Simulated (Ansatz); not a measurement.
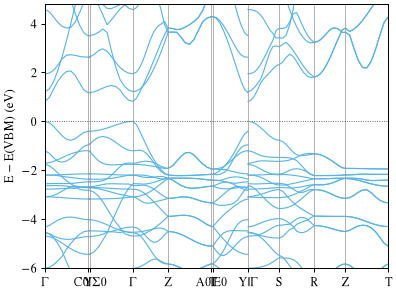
Band structure from LDA (plane waves, PAW; program Ansatz)

Task: Read off the gap and where the band edges lie.

Result: About 0.8 eV (0.82 eV by a search for the band edges); maximum at Γ, minimum at Γ.

Task: Which of these materials gives this?
(A) TlBr, Cmcm (Tl on 4c, Br on 4c)
(B) CuI, Cmcm (Cu on 4c, I on 4c)
(C) WO3, Cmcm (W on 4c, O on 4b, O on 8g)

Result: B, CuI, Cmcm (Cu on 4c, I on 4c)

The workflow started from a Materials Project entry (that database holds measured and hypothetical structures alike); the Crystallography Open Database copy checked does not list it. It is not the phase usual at ambient conditions (space group No. 216). The cell was relaxed with LDA under the symmetry of its start; phonons show weakly imaginary modes. No spin polarisation was allowed. A crystal of weakly bound chains computed without a dispersion correction: the cell and the soft elastic constants depend strongly on that. Spin–orbit coupling is left out wherever it is not named.

Potentials: the later of the program's two PAW sets.
